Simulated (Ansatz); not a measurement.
# Lattice dynamics of RbVS3 (model cell, started as cubic perovskite with V in the octahedra), part 2 of 2

Aim: the phonons of RbVS3 (model cell, started as cubic perovskite with V in the octahedra) at a cell relaxed beforehand at this level. After the zone centre comes a 4×4×4 q mesh on a 8×8×8 k mesh.

Ansatz 0.2.0; DFT PBEsol, scalar-relativistic, plane waves, PAW; PAW set soft_1.

So far. Step 2 (Zone-centre response): Before it was imposed, the acoustic sum rule was missed by 3.3e-5 eV/Å². Small misses are needed for a sound result but don't prove that mesh and cutoff are converged. The lowest optical mode is imaginary, 76.4i cm⁻¹, so the energy falls along it.

The structure was built from a prototype and need not be the compound's stable phase.

## 3. The dispersion

Stability and thermal properties need the whole zone. Linear response on a 4×4×4 q mesh gives force constants as far as a supercell of that size would.

Input file input.yaml:

```yaml
crystal:
  lattice:
    - [4.6426622666, 0.0, 0.0]
    - [0.0, 4.6426622666, 0.0]
    - [0.0, 0.0, 4.6426622666]
  atoms:
    - { symbol: Rb, position: [0.0, 0.0, 0.0] }
    - { symbol: V, position: [0.5, 0.5, 0.5] }
    - { symbol: S, position: [0.5, 0.5, 0.0] }
    - { symbol: S, position: [0.5, 0.0, 0.5] }
    - { symbol: S, position: [0.0, 0.5, 0.5] }
kpoints:
  mp_grid: { grid: [8, 8, 8] }
hamiltonian:
  xc: pbesol
  pseudopotentials: { kind: paw, azcp: { folder: soft_1 }, xc_functional: pbe }
scf:
  occupations: { method: methfessel_paxton, width: 0.2 }
output:
  eigenvalues: true
phonons:
  method: dfpt
  qmesh: [4, 4, 4]
  temperatures: { t_max: 1000, t_step: 50 }
  qpath:
    path:
      - [[0.0, 0.0, 0.0], [0.0, 0.5, 0.0], [0.5, 0.5, 0.0], [0.0, 0.0, 0.0], [0.5, 0.5, 0.5], [0.0, 0.5, 0.0]]
      - [[0.5, 0.5, 0.5], [0.5, 0.5, 0.0]]
    npoints: 10
```

Started as:

```bash
$ ansatz run input.yaml --threads 4 --pin off --max-ram 16384MiB --backend cpu --events-out ev --progress --plain --runs-dir out
```

Numbers of over 12 decimals in the logs are rounded to 6 here.

The program printed:

```text
[...]
Crystal: 5 atoms, lattice volume = 100.069 Å³
Basis set: ecut = 420 eV, 1935 PW (Γ), exchange–correlation on 64×64×64 points (8 copies of the dense FFT grid, shifted against one another)
Bands: 25, of which v1, the nominal top of the filled ones, is band 20 counted from 1 (19 counted from 0)
Symmetry: 48 space group operations
k-points: 35 of 512
[...]
SCF iter   1: F=—  HF=-8761.341533 eV  |F-HF|=—  |Δ(HF+E_count)|=         —  Δρ=3.31e-2  dr2=1.73e0  ethr=3.10e-3  ⟨swp⟩=8.6  Hψ=9904  notcnv=0  defer=3
[...]
SCF iter  12: F=-8760.825600 eV  HF=-8760.825600 eV  |F-HF|=1.82e-12  |Δ(HF+E_count)|=  7.28e-12  S|Δr|=    0.00e0  Δρ=2.43e-8  dr2=6.88e-13  ethr=1.00e-12  ⟨swp⟩=14.5  Hψ=5863  notcnv=0
SCF 1 converged in 12 iterations: F = -8760.825600 eV  dr2 = 6.88e-13
[...]
iter 1 solved again at ethr=2.06e-6 eV; its pass at ethr=3.10e-3 eV (dr2=8.24e-4 eV) is discarded
SCF iter   1: F=—  HF=-8760.825599 eV  |F-HF|=—  |Δ(HF+E_count)|=         —  Δρ=3.22e-6  dr2=1.89e-8  ethr=2.06e-6  ⟨swp⟩=3.2  Hψ=6714  notcnv=0
eigensolver tolerance schedule: the retry pair's looser diagonalisation over-reported the residual by 43658.75 of it (diagonalisation noise at an unbounded share of the residual, at the tolerance the schedule requests for it); recorded, not acted on — ethr = c·dr2/N_el stays at c = 1.0e-1
[...]
SCF iter   2: F=—  HF=-8760.825600 eV  |F-HF|=—  |Δ(HF+E_count)|=   7.97e-7  S|Δr|=    0.00e0  Δρ=1.68e-6  dr2=4.78e-9  ethr=4.72e-11  ⟨swp⟩=4.1  Hψ=2717  notcnv=0
[...]
SCF iter   9: F=-8760.825600 eV  HF=-8760.825600 eV  |F-HF|=1.09e-11  |Δ(HF+E_count)|=    0.00e0  S|Δr|=    0.00e0  Δρ=6.56e-8  dr2=8.04e-12  ethr=1.00e-12  ⟨swp⟩=1.8  Hψ=2045  notcnv=0
SCF 2 converged in 9 iterations: F = -8760.825600 eV  dr2 = 8.04e-12
phonons: the bands overlap, so this run is a metal and interpolates without the dipole-dipole term. If the crystal is really an insulator or semiconductor, its LO-TO splitting is missing
NSCF: frozen V_eff on 35 k-points
WARN: eigensolver did not converge (k=8): 1 band(s) unlocked after 2 eigensolves, warm-restarted (20 sweeps on the last) at ethr=1.06e-12 eV (storage-precision floor; scheduled 1.00e-12 eV) (lowest unlocked band 29, counted from 0; max residual 1.09e-2 eV among the unlocked bands, 1.09e-2 eV over every band; other slots of this pass that fall short are told together in one closing line; warning suppressed until the next SCF loop or pass starts)
WARN: eigensolver did not converge in 6 slots of this pass, the one above among them; of largest residual over every band (k=8): 1 band(s) unlocked (lowest unlocked band 29, counted from 0; max residual 1.09e-2 eV among the unlocked bands, 1.09e-2 eV over every band); of lowest unlocked band (k=8): band 29
[...]
DFPT response loops at q = (0, 0, 0) (fractional): preconditioner auto → Kerker (q_TF=auto, 2.342 Å⁻¹) (partly filled bands, converged f_vac=0.000); β = 1.00, the filter's whole step (`scf.mixing.beta` (0.50) is not read by the response loops under this deck's `scf.mixing.preconditioner`; to damp them name `kerker` or `kerker_dos`, under which they read `scf.mixing.beta`, and type it under 1.00, their step now; both keys bind the ground state too); Broyden in place of MSR1
[...]
SCF converged after 12 iterations
[...]
Free energy (F): -8760.825600 eV
[...]
Internal energy: -8760.802918 eV  (E = F + TS)
E sigma→0 (E₀):  -8760.819929 eV
Entropy (-TS):   -0.022681 eV (-4.536 meV/atom)
Fermi energy:    7.811124 eV
[...]
--- Band table (eV; the first three rows and the last of 35) ---
  k-point 0: bands = [... 16 lower, 6.6263, 6.9190, 6.9190, 6.9190, 7.7116, 7.7116, 7.7116, 8.2491, ... 6 higher]
  k-point 1: bands = [... 16 lower, 6.4906, 6.9266, 7.0513, 7.1868, 7.1868, 7.9185, 7.9185, 8.2609, ... 6 higher]
  k-point 2: bands = [... 16 lower, 6.2013, 6.2302, 6.9450, 7.2162, 7.2162, 8.2806, 8.4113, 8.4113, ... 6 higher]
  k-point 34: bands = [... 16 lower, 3.8591, 8.1892, 8.1892, 8.1892, 9.0275, 9.0275, 9.0275, 12.8168, ... 6 higher]
--- Phonons (Γ-DFPT): 4 representative perturbations + reference (Σ response iterations 12) ---
  ASR residual: 2.390e-5 → 0.000e0 eV/Å²; symmetrization residual: 3.229e-6 eV/Å²
  ASR residual per site (eV/Å²): 7.80e-6 1.19e-5 2.39e-5 2.39e-5 2.39e-5
[...]
--- Phonons (arbitrary-q DFPT): 10 irreducible q on the 4×4×4 mesh ---
  q = [0.0000, 0.0000, 0.0000] (star 1, of the zone-centre solve; hermiticity 8.18e-7, symmetrization 1.92e-12): -76.42 -76.42 -76.42 -0.00 -0.00 0.00 126.27 126.27 126.27 147.82 147.82 147.82 303.10 303.10 303.10
  q = [0.0000, 0.0000, 0.2500] (star 6, 9 solved perturbations in 1560 linear systems a pass and spin channel, the states on 200 of 512 k-point pairs; hermiticity 5.22e-7, symmetrization 4.36e-13): -149.34 -73.18 -73.18 55.90 55.90 80.38 124.76 124.76 143.35 146.69 167.38 167.38 296.78 296.78 311.15
[...]
q = [0.0000, 0.2500, -0.5000] (star 12, 15 solved perturbations on 200 of 512 k-point pairs; hermiticity 7.97e-7, symmetrization 1.13e-7): -130.84 -85.85 80.78 81.82 91.32 131.17 148.85 149.72 170.54 187.91 196.39 220.70 250.22 276.96 358.03
[...]
sum rule: each row above includes the acoustic sum rule's correction from the zone centre's row sums; it moved no ω² by more than (0.45 cm⁻¹)²
  mesh force constants: q→R imaginary residual 6.12e-19; ASR residual 2.390e-5 → 0.000e0 eV/Å²; symmetrization residual 1.599e-14 eV/Å²
  interpolated dispersion: 62 rows × 15 modes
  density of states and harmonic sums: on the 16×16×16 q-mesh, interpolated from the force constants of a 4×4×4 supercell (no non-analytic term)
  largest difference from the sums on the solved wave vectors: F 7.69e-2 eV, S 1.03e-4 and C_V 2.80e-5 eV/K
  zero-point energy: 0.138016 eV/cell   skipped modes (ω ≤ 0): 365, of them read as no rigid motion or as one in doubt: 362 (2.167e0 modes/cell left out, lowest -248.34 cm⁻¹)   left out of the sums: 1.44e-1 of the cell's modes: C_V's classical limit lies that fraction below 3 k_B per atom; for a crystal, a wire or a layer, F and S can be off by more, and a phonons.interpolated_qmesh denser along its periods is the remedy for the sampling
```

Elapsed: 15 min, on 4 threads of Arm Neoverse V1, shared host; peak memory 3.1 GiB; 60 min of CPU time.

This step gave:

```yaml
sum_rule_residual_before_enforcement: 2.39e-5 eV/Å²
lowest_frequency_on_the_path: -248.3 cm⁻¹
highest_frequency_on_the_path_or_at_a_solved_wavevector: 416.6 cm⁻¹
lowest_mode_on_the_q_mesh_acoustic_modes_at_gamma_apart: -248.3 cm⁻¹
```

Frequencies (cm⁻¹) solved at each irreducible wavevector; negative means imaginary. Frequencies by wavevector, by row:

```tsv
q in reciprocal lattice units	star	mode 1	mode 2	mode 3	mode 4	mode 13	mode 14	mode 15
0 0 0	1	-76.4	-76.4	-76.4	0	303.1	303.1	303.1
0 0 0.25	6	-149.3	-73.2	-73.2	55.9	296.8	296.8	311.1
0 0 -0.5	3	-84.2	-84.2	87.3	87.3	285.1	285.1	338.4
0 0.25 0.25	12	-137.4	-98.3	-75.3	61	286.2	290	332.9
0 0.25 -0.5	12	-130.8	-85.8	80.8	81.8	250.2	277	358
0 -0.5 -0.5	3	-114.4	-95.1	80.2	80.2	238.5	260.5	379.4
0.25 0.25 0.25	8	-81.5	-81.5	-34.4	74.2	283.5	283.5	355.8
0.25 0.25 -0.5	12	-93.4	-66.2	84	88.7	228.3	264.4	380.6
0.25 -0.5 -0.5	6	-167.2	-76.4	85.4	85.4	222.8	240.3	401.7
-0.5 -0.5 -0.5	1	-248.3	-248.3	89.7	89.7	241.3	241.3	416.6
```

Interpolated from a 4×4×4 q mesh. Phonon branches along the path, in cm⁻¹:

```tsv
point	branch 1	branch 2	branch 3	branch 4	branch 12	branch 13	branch 14	branch 15
Γ	-76	-76	-76	0	148	303	303	303
X	-84	-84	87	87	194	285	285	338
M	-114	-95	80	80	194	238	260	379
Γ	-76	-76	-76	0	148	303	303	303
R	-248	-248	90	90	241	241	241	417
X	-84	-84	87	87	194	285	285	338
jump to R	-248	-248	90	90	241	241	241	417
M	-114	-95	80	80	194	238	260	379
```

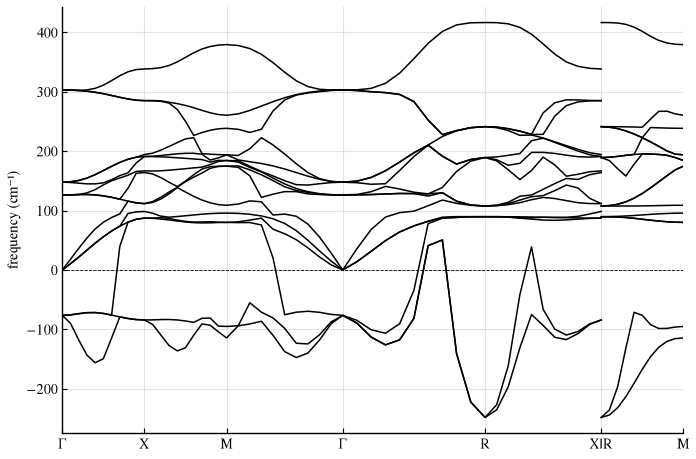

Phonon branches along the path.

The phonon density of states has structure finer than the step of the table below, so its rows give means over 25 cm⁻¹, whole bins alone (the curve runs from -245 to 415 cm⁻¹). Peaks (cm⁻¹: height): -95.0: 0.0448, 85.0: 0.131, 125.0: 0.0968, 185.0: 0.0645, 285.0: 0.0501.

Tetrahedra on a 16×16×16 mesh, mean over bins of 10 cm-1. Interpolated from a 4×4×4 q mesh. Table of phonon density of states by wavenumber; means over each step:

```tsv
wavenumber (cm⁻¹)	phonon density of states (1/cm⁻¹/cell)
-225	3.1e-4
-200	5.2e-4
-175	7.0e-4
-150	0.00406
-125	0.0160
-100	0.0332
-75	0.0226
-50	0.00566
-25	0.00308
0	0.00261
25	0.00455
50	0.0116
75	0.0623
100	0.0539
125	0.0728
150	0.0614
175	0.0546
200	0.0505
225	0.0323
250	0.0144
275	0.0296
300	0.0257
325	0.00831
350	0.0122
375	0.0110
400	0.00518
```

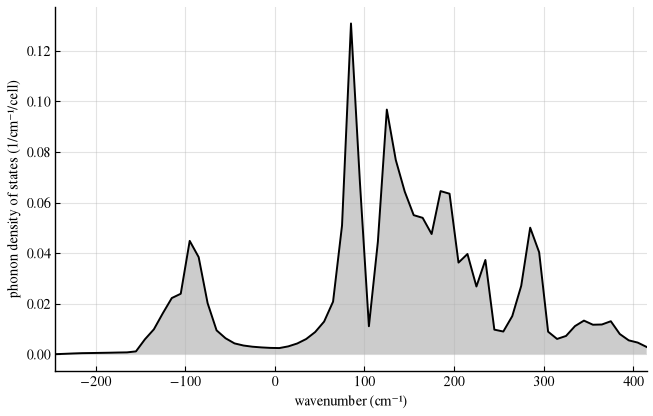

Phonon density of states against wavenumber.

The partial phonon density of states has structure finer than the step of the table below, so its rows give means over 25 cm⁻¹, whole bins alone (the curve runs from -243 to 439 cm⁻¹). Peaks (cm⁻¹: height): Rb 87.2: 0.109, 130.1: 0.0154; S 82.9: 0.0123, 130.1: 0.0704, 190.1: 0.0447, 288.8: 0.0472; V -93.0: 0.0428, 160.1: 0.0150, 190.1: 0.0302.

Phonopy on the run's constants, 13x13x13 mesh, Gaussian sigma 4.9 cm-1. Interpolated from a 4×4×4 q mesh. The partial phonon density of states by wavenumber; means over each step; values in 1/cm⁻¹/cell:

```tsv
wavenumber (cm⁻¹)	Rb	S	V
-225	0	4.8e-4	9.6e-7
-200	0	2.2e-4	7.4e-7
-175	0	0.00117	5.4e-5
-150	2.2e-5	0.00129	0.00288
-125	4.7e-5	0.00392	0.0119
-100	1.0e-4	0.00460	0.0292
-75	1.2e-4	0.00403	0.0190
-50	8.2e-5	0.00197	0.00231
-25	4.9e-5	7.9e-4	0.00170
0	1.0e-4	3.9e-4	2.3e-4
25	0.00115	0.00233	0.00163
50	0.00547	0.00390	0.00251
75	0.0511	0.00946	0.00379
100	0.0414	0.00946	0.00111
125	0.0102	0.0579	0.00661
150	0.00536	0.0471	0.00967
175	0.00243	0.0368	0.0121
200	0.00145	0.0367	0.0132
225	7.8e-4	0.0329	8.5e-4
250	1.2e-4	0.0121	3.0e-4
275	1.6e-5	0.0292	2.9e-4
300	3.7e-5	0.0262	2.7e-4
325	4.0e-7	0.00801	5.9e-5
350	0	0.0120	1.1e-4
375	0	0.0110	7.8e-5
400	0	0.00518	4.3e-5
425	0	9.2e-4	4.1e-6
```

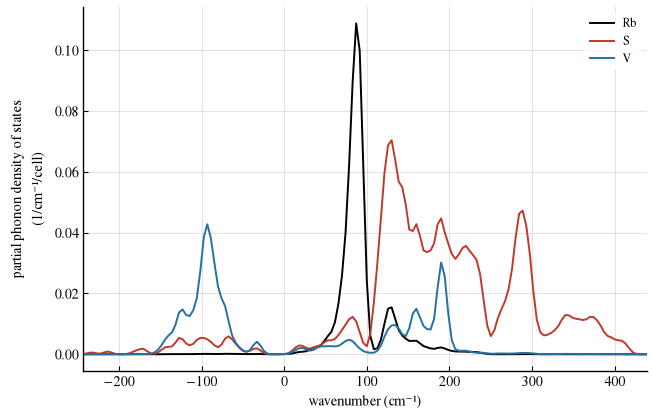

Partial phonon density of states against wavenumber.

Symmetry leaves 10 wavevectors to solve. The lowest mode among them, the acoustic zeros apart, lies at q = (-0.5, -0.5, -0.5) and is imaginary, 248.3i cm⁻¹, so the energy falls along it.

## 4. Summary of results

| Quantity | Value |
| --- | --- |
| space group (within 0.01 Å) | Pm-3m |
| volume per atom | 20.0 Å³ |
| electronic character | no gap on this mesh |
| highest optical mode at the zone centre (no LO-TO term) | 303 cm⁻¹ |
| lowest optical zone-centre mode | -76.4 cm⁻¹ |
| lowest mode on the q mesh (acoustic modes at Γ apart) | -248 cm⁻¹ |
| highest frequency on the path or at a solved wavevector | 417 cm⁻¹ |
| imaginary modes on the 4×4×4 q mesh | yes |

**Reading.** Modes are clearly imaginary (beyond 10i cm⁻¹) at 10 of the 10 irreducible wavevectors, most at q = (-0.5, -0.5, -0.5) (248.3i cm⁻¹), so this structure is not a minimum of the energy. The optical modes at Γ span -76 to 303 cm⁻¹ (negative means imaginary). The highest mode in this list at Γ, 303.1 cm⁻¹, is mostly motion of S (97 % of the kinetic energy). With no gap, or one that is small against the smearing, the frequencies hang on the k mesh and the smearing, most of all near Kohn anomalies. The phonon runs are without spin polarisation, although V often carries a moment. The PAW files were made for PBE and serve the other functionals too. A phonon run warned that its eigensolver left some bands unconverged in a pass. The starting cell was built on a prototype and not taken from a measurement, so the phase need not exist. These are harmonic frequencies at zero temperature: anharmonic shifts, linewidths and thermal expansion are left out.

[Logs are printed without paths, hosts, clocks, repeated set-up lines and the standing remarks that a program may print on its own settings, such as how far it seeks lower states.]

[Hosts, paths, dates, database ids (printed as entryN), source tags and the programs' standing remarks are cut or masked in the printed files.]
